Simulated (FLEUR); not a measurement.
Band structure of Rb3Ge (I4/mmm, 4 atoms in the cell).

```
CELL_PARAMETERS angstrom
     -3.14943     3.14943     4.86351
      3.14943    -3.14943     4.86351
      3.14943     3.14943    -4.86351
ATOMIC_POSITIONS crystal
  Rb 0.75000 0.25000 0.50000
  Rb 0.25000 0.75000 0.50000
  Rb 0.50000 0.50000 0.00000
  Ge 0.00000 0.00000 0.00000
```

Computed with LDA (Perdew-Zunger), all-electron FLAPW (FLEUR), scalar-relativistic valence in FLEUR.

Settings: Kmax = 3.8 1/bohr; GmaxXC = 11.4 1/bohr; xcFunctional = pz; jspins = 1; l_soc = F; mode = hist; fermiSmearingEnergy = 0.00183747 Htr; mesh (inpgen div1-3) = 6 6 6; inpgen gamma flag = true; Gmax = 11.4 1/bohr; numbands = 0; maxIterBroyd = 25; imix = Anderson; alpha = 0.05.

The starting cell comes from a database of computed structures (which also holds hypothetical and non-ambient phases and stackings), without a prior relaxation at this level. Its lattice was rescaled by a random factor within 2.5 % of one. Values depend on the basis (sphere radii, cutoffs, local orbitals), which need not be converged.

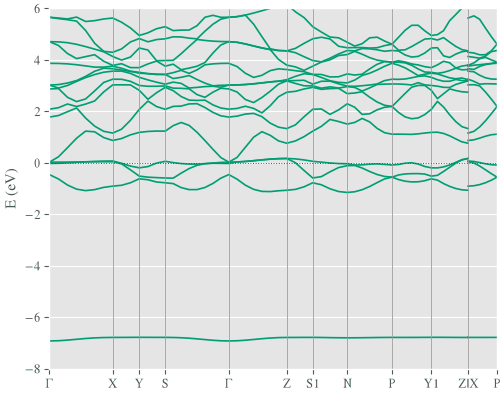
*Bands along the path, energies from the Fermi level.*

Levels in eV from the Fermi level, bands 17 to 24:
| point | 17 | 18 | 19 | 20 | 21 | 22 | 23 | 24 |
|---|---|---|---|---|---|---|---|---|
| Γ | -11.97 | -6.92 | -0.46 | -0.02 | 0.03 | 0.03 | 1.78 | 2.08 |
| X | -11.98 | -6.79 | -0.91 | 0.04 | 0.07 | 0.87 | 1.16 | 3.03 |
| Y | -11.99 | -6.78 | -0.62 | -0.52 | -0.20 | 1.18 | 2.08 | 2.82 |
| S | -12.00 | -6.79 | -0.78 | -0.59 | 0.06 | 1.23 | 2.08 | 2.93 |
| Z | -11.99 | -6.79 | -1.07 | 0.17 | 0.17 | 0.76 | 1.33 | 2.74 |
| S1 | -12.00 | -6.79 | -0.78 | -0.59 | 0.06 | 1.23 | 2.08 | 2.93 |
| N | -12.00 | -6.80 | -1.15 | -0.11 | -0.04 | 1.51 | 2.30 | 2.69 |
| P | -11.98 | -6.79 | -0.56 | -0.56 | -0.08 | 1.11 | 2.19 | 2.19 |
| Y1 | -11.99 | -6.78 | -0.62 | -0.52 | -0.20 | 1.18 | 2.08 | 2.82 |
